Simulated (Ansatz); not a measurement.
```xyz
11

Si   -0.4327    0.1388   -0.4711
Si   -0.2665   -0.2099    2.9443
H    -0.7393   -0.4545    4.3419
H     1.0720   -0.8495    2.7866
H    -0.1647    1.2589    2.7210
H     0.5595    0.3237    0.6189
H    -0.1275    1.1501   -1.5204
H    -0.3043   -1.2413   -1.0189
S    -2.4728    0.5284    0.1217
H    -2.7586   -0.7275    0.5256
H    -1.2431   -0.7901    2.0126
```

Not at a stationary point (largest force 0.8 eV/Å).

Level of theory: RKS B3LYP-D4/def2-SVP (Ansatz).

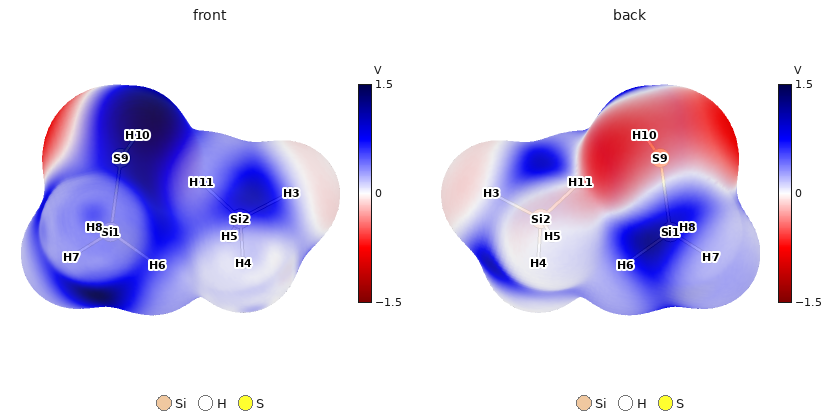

H$_{4}$SSi···SiH$_{4}$. The molecular electrostatic potential painted on the density surface at 0.002 e/bohr³, seen from the front and from behind; the colour scale runs from red (negative) to blue (positive).

Question: Describe the electrostatic potential map.

Answer: The most negative region (about −0.8 V, or −18 kcal/mol for a unit charge) lies over S9, the most positive (about +1.4 V, or +32 kcal/mol for a unit charge) over Si1 and H10.
